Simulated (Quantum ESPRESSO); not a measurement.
**GaSb (F-43m): optical modes of a strained layer**

Aim: strain and stress coefficients of the optical modes of GaSb (F-43m) under biaxial strain in the (001) plane.

Calculated with Quantum ESPRESSO 7.5; DFT LDA, scalar-relativistic, plane waves, GBRV ultrasoft pseudopotentials.

The database entry behind the starting cell differs from later determinations by our own check (about 0.4 % long), so it need not match the best structure at ambient conditions.

## 1. Set-up

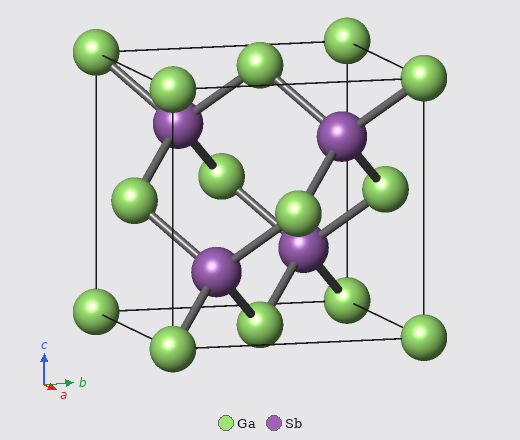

Start, viewed slightly off an axis; gallium green, antimony purple. This picture shows the conventional cell, with its axes. Bonds to atoms that aren't drawn are left out. Some periodic images of atoms are drawn too.

Structure file:

```xyz
2
Lattice="-3.0236 0.0000 3.0236 0.0000 3.0236 3.0236 -3.0236 3.0236 0.0000" Properties=species:S:1:pos:R:3 pbc="T T T"
Ga    0.0000    0.0000    0.0000
Sb   -1.5118    1.5118    1.5118
```

This is the cell after its relaxation at this level of theory, not the database cell from which that began.

## 2. Strained cells

The in-plane lattice vectors are held at a strain ε, as on a substrate; the length along z is set so that σ_zz vanishes; symmetry keeps the atoms on their sites. Modes are taken without the LO-TO term. Cutoff 50 Ry, k mesh 8×8×8 with shifts.

From the response at ε = -0.02:

Log:

```text
[banners, grids, parts of the stress and lines that vanish by symmetry left out]
Program PHONON v.7.5
     Reading xml data from directory:

[...]
Exchange-correlation= PZ
                           (   1   1   0   0   0   0   0)
[...]
kinetic-energy cut-off    =      50.0000  Ry
     charge density cut-off    =     400.0000  Ry
     convergence threshold     =      1.0E-18
[...]
Exchange-correlation= PZ
                           (   1   1   0   0   0   0   0)
[...]
q = (   0.0000000   0.0000000   0.0000000 )
      9 Sym.Ops. (with q -> -q+G )
     G cutoff =  660.3357  (  49225 G-vectors)     FFT grid: ( 54, 54, 54)
     G cutoff =  330.1679  (  17419 G-vectors)  smooth grid: ( 40, 40, 36)
     number of k points=   144
[...]
Mode symmetry, D_2d (-42m) point group:
[...]
Dielectric constant
[...]
End of electric fields calculation
          Dielectric constant in cartesian axis
          (      18.331284287       0.000000000       0.000000000 )
          (       0.000000000      18.331284287       0.000000000 )
          (       0.000000000       0.000000000      18.064640976 )
          Effective charges (d Force / dE) in cartesian axis without acoustic sum rule applied (asr)
           atom    1  Ga    Mean Z*:        1.61088
      Ex  (        1.54774        0.00000       -0.00000 )
      Ey  (       -0.00000        1.54774        0.00000 )
      Ez  (       -0.00000        0.00000        1.73716 )
           atom    2  Sb    Mean Z*:       -1.62187
      Ex  (       -1.55971       -0.00000       -0.00000 )
      Ey  (       -0.00000       -1.55971       -0.00000 )
      Ez  (       -0.00000       -0.00000       -1.74618 )
          Effective charges Sum: Mean:       -0.01099
[...]
Effective charges (d Force / dE) in cartesian axis with asr applied:
           atom    1  Ga    Mean Z*:        1.61637
[...]
atom    2  Sb    Mean Z*:       -1.61637
[...]
Representation #   1 mode #   1
[...]
End of self-consistent calculation
     Convergence has been achieved
     Representation #   2 mode #   2
[...]
End of self-consistent calculation
     Convergence has been achieved
     Representation #   3 modes #   3   4
[...]
End of self-consistent calculation
     Convergence has been achieved
     Representation #   4 modes #   5   6
[...]
End of self-consistent calculation
     Convergence has been achieved
[...]
Dielectric constant in cartesian axis
          (      18.331284287       0.000000000       0.000000000 )
          (       0.000000000      18.331284287       0.000000000 )
          (       0.000000000       0.000000000      18.064640976 )
          Effective charges (d Force / dE) in cartesian axis without acoustic sum rule applied (asr)
           atom    1  Ga    Mean Z*:        1.61088
      Ex  (        1.54774        0.00000       -0.00000 )
      Ey  (       -0.00000        1.54774        0.00000 )
      Ez  (       -0.00000        0.00000        1.73716 )
           atom    2  Sb    Mean Z*:       -1.62187
      Ex  (       -1.55971       -0.00000       -0.00000 )
      Ey  (       -0.00000       -1.55971       -0.00000 )
      Ez  (       -0.00000       -0.00000       -1.74618 )
          Effective charges Sum: Mean:       -0.01099
[...]
Effective charges (d Force / dE) in cartesian axis with asr applied:
           atom    1  Ga    Mean Z*:        1.61637
[...]
atom    2  Sb    Mean Z*:       -1.61637
[...]
q = (    0.000000000   0.000000000   0.000000000 )
[...]
freq (    1) =      -0.219738 [THz] =      -7.329659 [cm-1]
     freq (    2) =      -0.218448 [THz] =      -7.286627 [cm-1]
     freq (    3) =      -0.218448 [THz] =      -7.286627 [cm-1]
     freq (    4) =       6.949742 [THz] =     231.818447 [cm-1]
     freq (    5) =       6.949742 [THz] =     231.818447 [cm-1]
     freq (    6) =       7.023146 [THz] =     234.266926 [cm-1]
[...]
Mode symmetry, D_2d (-42m) point group:
     freq (   1-   1) =         -7.3  [cm-1]   --> B_2  X_3  W_2   I+R
     freq (   2-   3) =         -7.3  [cm-1]   --> E    X_5  W_3   I+R
     freq (   4-   5) =        231.8  [cm-1]   --> E    X_5  W_3   I+R
     freq (   6-   6) =        234.3  [cm-1]   --> B_2  X_3  W_2   I+R

   JOB DONE.
```

The run at ε = -0.01 is held back.

| ε | ε_zz | σ_xx (GPa, tension positive) | singlet (cm⁻¹) | doublet (cm⁻¹) |
| --- | --- | --- | --- | --- |
| -0.02 | 0.0177 | -1.90 | 234.27 | 231.82 |
| -0.01 | 0.0086 | -0.89 | held back | held back |
| 0 | 0.0000 | 0.07 | 226.57 | 226.57 |
| 0.01 | -0.0103 | 0.91 | 223.17 | 224.10 |
| 0.02 | -0.0197 | 1.71 | 219.51 | 221.06 |
| 0.03 | -0.0295 | 2.44 | 215.92 | 217.92 |

## 3. The fit

Parabolas ω = ω₀ + a ε + b ε² through the other rows:

| mode | ω₀ (cm⁻¹) | a (cm⁻¹) | b (cm⁻¹) |
| --- | --- | --- | --- |
| singlet | 226.7 | -369 | 365 |
| doublet | 226.7 | -269 | -781 |

The biaxial modulus, the linear term of σ_xx, is 90 GPa, so the singlet mode moves by a/M = -4.1 cm⁻¹ a GPa of tensile stress. The ratio −ε_zz/ε near zero is 0.94. For ε = -0.01 the fits predict 230.44 and 229.33 cm⁻¹.

## 4. The run that was held back

Log:

```text
[banners, grids, parts of the stress and lines that vanish by symmetry left out]
[banner, memory and clock lines left out]
Program PHONON v.7.5

[...]
Exchange-correlation= PZ
                           (   1   1   0   0   0   0   0)
[...]
kinetic-energy cut-off    =      50.0000  Ry
     charge density cut-off    =     400.0000  Ry
     convergence threshold     =      1.0E-18
[...]
Exchange-correlation= PZ
                           (   1   1   0   0   0   0   0)
[...]
q = (   0.0000000   0.0000000   0.0000000 )
      9 Sym.Ops. (with q -> -q+G )
     G cutoff =  660.7398  (  49829 G-vectors)     FFT grid: ( 54, 54, 54)
     G cutoff =  330.3699  (  17613 G-vectors)  smooth grid: ( 40, 40, 40)
     number of k points=   144
[...]
Mode symmetry, D_2d (-42m) point group:
[...]
Dielectric constant
[...]
End of electric fields calculation
          Dielectric constant in cartesian axis
          (      18.593922017       0.000000000       0.000000000 )
          (       0.000000000      18.593922017       0.000000000 )
          (       0.000000000       0.000000000      18.457209321 )
          Effective charges (d Force / dE) in cartesian axis without acoustic sum rule applied (asr)
           atom    1  Ga    Mean Z*:        1.63742
      Ex  (        1.60562       -0.00000        0.00000 )
      Ey  (        0.00000        1.60562        0.00000 )
      Ez  (        0.00000       -0.00000        1.70103 )
           atom    2  Sb    Mean Z*:       -1.64902
      Ex  (       -1.61755        0.00000       -0.00000 )
      Ey  (        0.00000       -1.61755       -0.00000 )
[...]
Convergence has been achieved
     Representation #   4 modes #   5   6
[...]
End of self-consistent calculation
     Convergence has been achieved
[...]
Dielectric constant in cartesian axis
          (      18.593922017       0.000000000       0.000000000 )
          (       0.000000000      18.593922017       0.000000000 )
          (       0.000000000       0.000000000      18.457209321 )
          Effective charges (d Force / dE) in cartesian axis without acoustic sum rule applied (asr)
           atom    1  Ga    Mean Z*:        1.63742
      Ex  (        1.60562       -0.00000        0.00000 )
      Ey  (        0.00000        1.60562        0.00000 )
      Ez  (        0.00000       -0.00000        1.70103 )
           atom    2  Sb    Mean Z*:       -1.64902
      Ex  (       -1.61755        0.00000       -0.00000 )
      Ey  (        0.00000       -1.61755       -0.00000 )
      Ez  (       -0.00000       -0.00000       -1.71196 )
          Effective charges Sum: Mean:       -0.01160
[...]
Effective charges (d Force / dE) in cartesian axis with asr applied:
           atom    1  Ga    Mean Z*:        1.64322
[...]
atom    2  Sb    Mean Z*:       -1.64322
[...]
q = (    0.000000000   0.000000000   0.000000000 )
[...]
freq (    1) =      -0.217770 [THz] =      -7.264010 [cm-1]
     freq (    2) =      -0.217770 [THz] =      -7.264010 [cm-1]
     freq (    3) =      -0.215367 [THz] =      -7.183883 [cm-1]
     freq (    4) =       6.876408 [THz] =     229.372288 [cm-1]
     freq (    5) =       6.876408 [THz] =     229.372288 [cm-1]
     freq (    6) =       6.909216 [THz] =     230.466628 [cm-1]
[...]
Mode symmetry, D_2d (-42m) point group:
     freq (   1-   2) =         -7.3  [cm-1]   --> E    X_5  W_3   I+R
     freq (   3-   3) =         -7.2  [cm-1]   --> B_2  X_3  W_2   I+R
     freq (   4-   5) =        229.4  [cm-1]   --> E    X_5  W_3   I+R
     freq (   6-   6) =        230.5  [cm-1]   --> B_2  X_3  W_2   I+R
```

It gives 230.47 and 229.37 cm⁻¹.

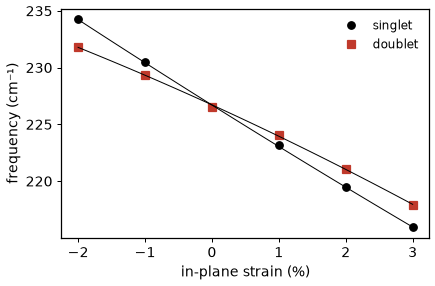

The two modes against in-plane strain, with the fits.

## 5. Outcome

```
strain coefficient of the singlet mode : -369 cm⁻¹
strain coefficient of the doublet mode : -269 cm⁻¹
biaxial modulus                        : 90.4 GPa
```

What this shows: One per cent of tensile strain moves the singlet mode of GaSb (F-43m) by -3.7 cm⁻¹ and the doublet mode by -2.7 cm⁻¹; the fits miss the run held back by up to 0.04 cm⁻¹. At 3 % strain the quadratic term is 3 % of the linear one for the singlet mode and 9 % for the doublet mode. Runs of the series that gave no result are left out: biax-0.03-ph (refused). In a polar crystal the line seen along z is the LO mode, whose shift differs. These are harmonic values at zero temperature, without the LO-TO term, for a homogeneous, dislocation-free layer.

[Host names and launcher messages were left out of these logs when they were recorded.]

[Logs are printed without paths, hosts, clocks, repeated set-up lines and the standing remarks that a program may print on its own settings, such as how far it seeks lower states.]

[Hosts, paths, dates, database ids (printed as entryN), source tags and the programs' standing remarks are cut or masked in the printed files.]
